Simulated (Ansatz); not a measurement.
# Two runs on PH3

System: PH3.
Method of run A: RKS PBE0-D4/def2-TZVPPD (Ansatz 0.2.0).

The input adds 6 ghost centres (basis functions without nuclei or electrons, not drawn) at the places of a partner molecule, so the energy is that in the basis of the pair. The geometry comes from this level: PBE0-D4/def2-TZVP. Text and figures count atoms from 1; the logs count them from 0 in places.

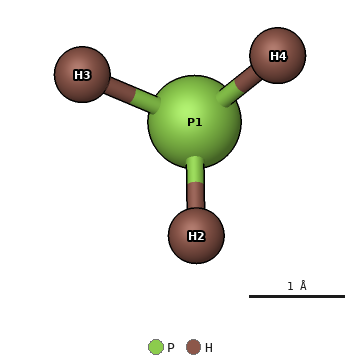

Figure 1. The structure (ball-and-stick view, seen on its broad side; atoms are numbered from 1 in the order of the input).

### Input file, run A
```yaml
crystal:
  periodic: [false, false, false]
  atoms:
    - {symbol: P, position_ang: [0.198478, -0.011197, 2.195464]}
    - {symbol: H, position_ang: [-0.888880, 0.758625, 2.675714]}
    - {symbol: H, position_ang: [1.190061, 0.797169, 2.802384]}
    - {symbol: H, position_ang: [0.150297, -0.951836, 3.252840]}
basis:
  gaussian:
    orbitals: "def2-TZVPPD.json"
    ghost_atoms:
      - {symbol: Si, position_ang: [-0.212066, 0.056493, -2.160124]}
      - {symbol: O, position_ang: [0.392764, -1.023143, -1.082206]}
      - {symbol: H, position_ang: [0.508790, 1.360542, -2.111136]}
      - {symbol: H, position_ang: [-0.044335, -0.547649, -3.503073]}
      - {symbol: H, position_ang: [-1.656735, 0.336757, -1.921706]}
      - {symbol: H, position_ang: [0.361725, -0.775859, -0.148255]}
hamiltonian: {xc: pbe0, dispersion: d4}
```

Launched with:
```bash
ansatz run in.yaml --threads 4 --pin off --events-out ev --progress --plain --max-ram 9574MiB
```

Hardware: 4 threads of Intel Xeon @ 2.50GHz, 31 GiB of memory available, shared host.

### Output (run A)
```
Functional definition: PBE0
  parameter a = 0.25
  parameter kappa = 0.804
  parameter beta = 0.06672455060314922
  exchange = (1 - a)*pbe_x(kappa = kappa, mu = beta*pi^2/3) + a*exact_x
  correlation = pbe_c(beta = beta)
1209 factors; their error is unknown
mean field evaluation 1: about -9333.5602 eV, gradient 1.1e1 eV
mean field evaluation 2: about -9333.7927 eV, gradient 8.3e0 eV
mean field evaluation 4: about -9333.9530 eV, gradient 2.7e-1 eV
mean field evaluation 8: about -9333.9692 eV, gradient 3.2e-2 eV
mean field -9333.96922284 eV, -343.0170421477 hartree, gradient 1.4e-5 eV, S^2 0.000000; 0 other end points of the search recorded, 0 dependent functions left out
reference -9333.96925429 eV, -343.0170433035 hartree; 9, 9 occupied and 246, 246 virtual orbitals, 1209 factors
Total energy: -9333.99308373 eV, -343.0179190191 hartree
```

The input of run B differs as follows (lines with − go, lines with + come):
```diff
-    - {symbol: P, position_ang: [0.198478, -0.011197, 2.195464]}
-    - {symbol: H, position_ang: [-0.888880, 0.758625, 2.675714]}
-    - {symbol: H, position_ang: [1.190061, 0.797169, 2.802384]}
-    - {symbol: H, position_ang: [0.150297, -0.951836, 3.252840]}
+    - {symbol: P, position_ang: [0.216056, 0.004836, 2.490992]}
+    - {symbol: H, position_ang: [-0.871302, 0.774659, 2.971243]}
+    - {symbol: H, position_ang: [1.207640, 0.813203, 3.097912]}
+    - {symbol: H, position_ang: [0.167876, -0.935803, 3.548368]}
```

Predict how the results change.

With the same method and basis, run B lies 0.01 kcal/mol higher.

### Output (run B)
```
Functional definition: PBE0
  parameter a = 0.25
  parameter kappa = 0.804
  parameter beta = 0.06672455060314922
  exchange = (1 - a)*pbe_x(kappa = kappa, mu = beta*pi^2/3) + a*exact_x
  correlation = pbe_c(beta = beta)
1209 factors; their error is unknown
mean field evaluation 1: about -9333.5602 eV, gradient 1.1e1 eV
mean field evaluation 2: about -9333.7928 eV, gradient 8.3e0 eV
mean field evaluation 4: about -9333.9529 eV, gradient 2.7e-1 eV
mean field evaluation 8: about -9333.9690 eV, gradient 3.2e-2 eV
mean field -9333.96895570 eV, -343.0170323305 hartree, gradient 1.9e-5 eV, S^2 0.000000; 0 other end points of the search recorded, 0 dependent functions left out
reference -9333.96898695 eV, -343.0170334789 hartree; 9, 9 occupied and 246, 246 virtual orbitals, 1209 factors
Total energy: -9333.99281639 eV, -343.0179091946 hartree
```

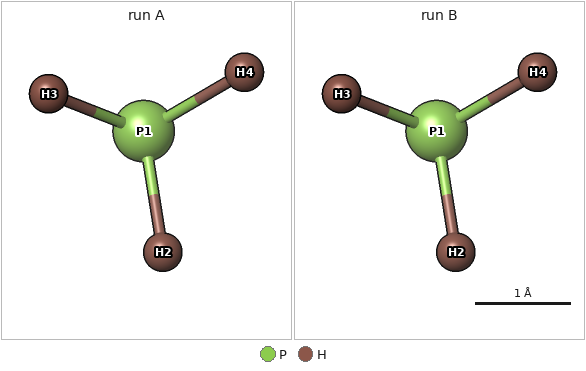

Figure 2. The two input geometries at one scale (ball-and-stick view, seen on its broad side). No atom moves by more than 0.005 Å after the best rigid fit.

### The two runs side by side

| quantity | run A | run B |
| --- | --- | --- |
| outcome | converged | converged |
| total energy (hartree) | −343.017919 | −343.017909 |
| basis functions | 255 | 255 |
| wall time (shared host) | 1.9 s | 1.6 s |
